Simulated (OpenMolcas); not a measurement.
# One shape, several levels: SnH2F2 (SMILES [F][SnH2][F])

We compute a comparison of 6 runs (HF/3-21G, BHLYP/def2-SVP, PBE0/def2-SVP, TPSS/def2-SVP, r2SCAN/def2-SVP, MP2/def2-SVP) of SnH2F2. 

The results are computed with OpenMolcas 26.06.

**1. Starting point**

The species is SnH2F2 (5 atoms), meant as a singlet with charge 0. SMILES: `[F][SnH2][F]`. The shape is that of a PBE0-D4/def2-TZVP optimisation.

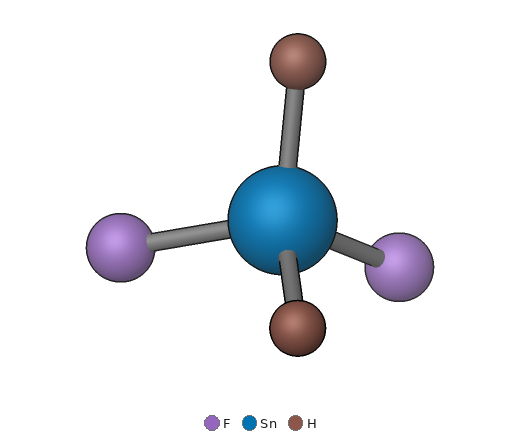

The structure, seen from a chosen angle (fluorine purple, tin blue, hydrogen brown).

**2. Energy and gradient at HF/3-21G (run 1)**

Input file struct.xyz:

```xyz
5

F     -0.343500    -0.356300     1.741400
Sn     0.128900    -0.073200    -0.086200
F     -1.231200     1.110700    -0.712400
H     -0.087400    -1.547100    -0.889100
H      1.583200     0.792100    -0.095000
```

Input file job.inp:

```
>>> EXPORT MOLCAS_PRINT=2

&GATEWAY
 BasLib = $CurrDir
 Coord = struct.xyz
 Basis = 3-21G
 Group = NoSym

&SEWARD

&SCF
 Thresholds = 1e-10 1e-07 1e-07 1e-05
 PrOrbitals = 1 2

&ALASKA
```

The basis set 3-21G is read from a file made from the Basis Set Exchange's data (not shown).

Started as:

```sh
$ export MOLCAS_MEM=1860
$ pymolcas job.inp > job.log
```

What it wrote:

```text
--- Start Module: gateway ---
[...]
--- Stop Module: gateway /rc=_RC_ALL_IS_WELL_ ---
[...]
      Basis functions           53
[...]
--- Start Module: scf ---
[...]
       Convergence after  11 Iterations
[...]
::    Total SCF energy                              -6195.2951720181
[...]
      Total spin, S                                     0.0000000000
[...]
      Total electronic charge=   70.000000
      Total            charge=   -0.000000
[...]
      Dipole Moment (debye):
      Origin of the operator (angstrom)=   -0.0810    0.0300    0.0514
                   X=  2.8580E+00               Y= -1.4048E+00               Z= -1.8736E+00           Total=  3.6949E+00
      Quadrupole Moment (debye*angstrom):
[...]
--- Stop Module: scf /rc=_RC_ALL_IS_WELL_ ---
--- Start Module: alaska ---
[...]
 *              Molecular gradients               *
 **************************************************
  Irreducible representation: a
 ------------------------------------------------------------------------------------------
                              X                       Y                       Z
 ------------------------------------------------------------------------------------------
  F1               -2.20675106931445E-03   -3.25842733594417E-03    1.42344344350391E-02
  SN2               2.21386105322061E-02   -1.08869463663801E-02   -1.44911403232229E-02
  F3               -9.70569190611315E-03    9.11913878237058E-03   -6.44827358392774E-03
  H4               -2.48267590524520E-03    6.19720964987103E-03    4.60365936974139E-03
  H5               -7.74349165165056E-03   -1.17097472992889E-03    2.10132010242878E-03
 ------------------------------------------------------------------------------------------
--- Stop Module: alaska /rc=_RC_ALL_IS_WELL_ ---
[...]
```

It took 2.6 s on 1 thread of Arm Neoverse V2, shared host; peak memory 0.38 GiB.

**3. Energy and forces at BHLYP/def2-SVP (core potential) (run 2)**

Input file mol.input:

```
* F2H2Sn Kohn-Sham DFT
>>> EXPORT MOLCAS_PRINT=2

&GATEWAY
  BASLIB=$CurrDir
  COORD
  5
  angstrom
  F       -0.343500      -0.356300       1.741400
  Sn       0.128900      -0.073200      -0.086200
  F       -1.231200       1.110700      -0.712400
  H       -0.087400      -1.547100      -0.889100
  H        1.583200       0.792100      -0.095000
  BASIS=def2-SVP
  GROUP=NoSym

&SEWARD
  GRIDINPUT
  Grid=UltraFine
  End of Grid

&SCF
  KSDFT=HYB_GGA_XC_BHANDHLYP
  THRESHOLDS=1e-10 1e-07 1e-07 1e-05
  PRORBITALS=1

&ALASKA
```

The basis set def2-SVP is read from a file made from the Basis Set Exchange's data (not shown).

Started as:

```sh
$ export MOLCAS_MEM=1860
$ pymolcas mol.input > mol.log
```

What it wrote:

```text
--- Start Module: gateway ---
[...]
--- Stop Module: gateway /rc=_RC_ALL_IS_WELL_ ---
[...]
      Basis functions           64
[...]
--- Start Module: scf ---
[...]
       Convergence after  15 Iterations
[...]
::    Total KS-DFT energy                            -414.9052991807
[...]
      Total spin, S                                     0.0000000000
[...]
      Total electronic charge=   42.000000
      Total            charge=   -0.000000
[...]
      Dipole Moment (debye):
      Origin of the operator (angstrom)=   -0.0810    0.0300    0.0514
                   X=  2.8114E+00               Y= -1.3820E+00               Z= -1.8430E+00           Total=  3.6347E+00
      Quadrupole Moment (debye*angstrom):
[...]
--- Stop Module: scf /rc=_RC_ALL_IS_WELL_ ---
[...]
--- Start Module: alaska ---
[...]
 *              Molecular gradients               *
 **************************************************
  Irreducible representation: a
 ------------------------------------------------------------------------------------------
                              X                       Y                       Z
 ------------------------------------------------------------------------------------------
  F1                1.34078932258141E-03    8.35167434258821E-04   -5.28465358309305E-03
  SN2              -5.13421986297935E-03    2.51974431211988E-03    3.38839241895172E-03
  F3                3.89786799223479E-03   -3.40519672615791E-03    1.82775704574034E-03
  H4               -5.30059685975637E-04   -6.43273562335622E-04   -1.92302429278701E-04
  H5                4.25622234222267E-04    6.93558542082862E-04    2.60806547669717E-04
 ------------------------------------------------------------------------------------------
--- Stop Module: alaska /rc=_RC_ALL_IS_WELL_ ---
[...]
```

Run time: 13 s. Hardware: 1 thread of Arm Neoverse V2, shared host; peak memory 0.4 GiB.

Runs 3 to 5 aren't shown in full; the table further down has their settings and results.

**4. A single-point energy at MP2/def2-SVP (core potential) (run 6)**

Input file run.input:

```
* F2H2Sn MP2

&GATEWAY
  BASLIB=$CurrDir
  COORD
  5
  angstrom
  F       -0.343500      -0.356300       1.741400
  Sn       0.128900      -0.073200      -0.086200
  F       -1.231200       1.110700      -0.712400
  H       -0.087400      -1.547100      -0.889100
  H        1.583200       0.792100      -0.095000
  BASIS=def2-SVP
  GROUP=NoSym

&SEWARD

&SCF
  THRESHOLDS=1e-10 1e-07 1e-07 1e-05
  PRORBITALS=1

&MBPT2
  FROZEN=6
```

The basis set def2-SVP is read from a file made from the Basis Set Exchange's data (not shown).

Started as:

```sh
$ export MOLCAS_MEM=1860
$ pymolcas run.input > run.log
```

What it wrote:

```text
--- Start Module: gateway ---
[...]
--- Stop Module: gateway /rc=_RC_ALL_IS_WELL_ ---
[...]
      Basis functions           64
[...]
--- Start Module: scf ---
[...]
       Convergence after  12 Iterations
[...]
::    Total SCF energy                               -413.2564448555
[...]
      Total spin, S                                     0.0000000000
[...]
      Total electronic charge=   42.000000
      Total            charge=   -0.000000
[...]
      Dipole Moment (debye):
      Origin of the operator (angstrom)=   -0.0810    0.0300    0.0514
                   X=  3.0441E+00               Y= -1.4963E+00               Z= -1.9956E+00           Total=  3.9355E+00
      Quadrupole Moment (debye*angstrom):
[...]
--- Stop Module: scf /rc=_RC_ALL_IS_WELL_ ---
[...]
--- Start Module: mbpt2 ---
[...]
WARNING!
Default frozen orbitals as non valence orbitals is overwritten by user input.
Default values:   2
[...]
       Reference weight ( Cref**2 )         =        0.88979
::    Total MBPT2 energy                             -413.7462923789
[...]
      Total MBPT2 calculations                           0.12      0.14
--- Stop Module: mbpt2 /rc=_RC_ALL_IS_WELL_ ---
[...]
```

Wall time 3.3 s (1 thread of Arm Neoverse V2, shared host); peak memory 0.4 GiB.

**5. Overview of the runs**

```
run                             level  integration grid      task   energy (Eh)  dipole moment (D) of the reference  HOMO energy (eV)  LUMO energy (eV)  wall time
  1                          HF/3-21G                 –  gradient  -6195.295172                                3.69            -13.11              3.16      2.6 s
  2   BHLYP/def2-SVP (core potential)         UltraFine  gradient   -414.905299                                3.63            -11.15              0.34       13 s
  3    PBE0/def2-SVP (core potential)         UltraFine  gradient   -414.864481                                3.40             -9.68             -0.62       12 s
  4    TPSS/def2-SVP (core potential)         UltraFine  gradient   -414.981482                                3.08             -8.22             -1.50       20 s
  5  r2SCAN/def2-SVP (core potential)         UltraFine  gradient   -415.047843                                3.30             -8.47             -1.35       17 s
  6     MP2/def2-SVP (core potential)                 –    energy   -413.746292                                3.94            -13.36              2.53      3.3 s
```

**6. What came out**

| quantity | value |
| --- | --- |
| run 6: total energy | -413.74629 Eh |
| run 6: dipole moment (mean-field density) | 3.94 D |
| run 6: HOMO energy (Hartree–Fock orbitals) | -13.36 eV |
| run 6: LUMO energy (Hartree–Fock orbitals) | 2.53 eV |
| run 6: HOMO–LUMO gap (Hartree–Fock orbitals) | 15.89 eV |
| run 6: correlation energy (6 core orbitals frozen) | -489.8 mEh |

**Reading.** Over runs 1, 2, 3, 4, 5 the dipole moment (its size) runs from 3.08 D (TPSS/def2-SVP) to 3.69 D (HF/3-21G). The two ends differ in method and basis and core potential. Over runs 1, 2, 3, 4, 5 the HOMO–LUMO gap runs from 6.72 eV (TPSS/def2-SVP) to 16.27 eV (HF/3-21G). Totals of different functionals can't be ranked against each other. Some runs of one species differ in core potentials or relativity; totals across that change don't compare. In run 1 relativity is left out where basis or elements ask for it. All runs together took 68 s, the longest 20 s.
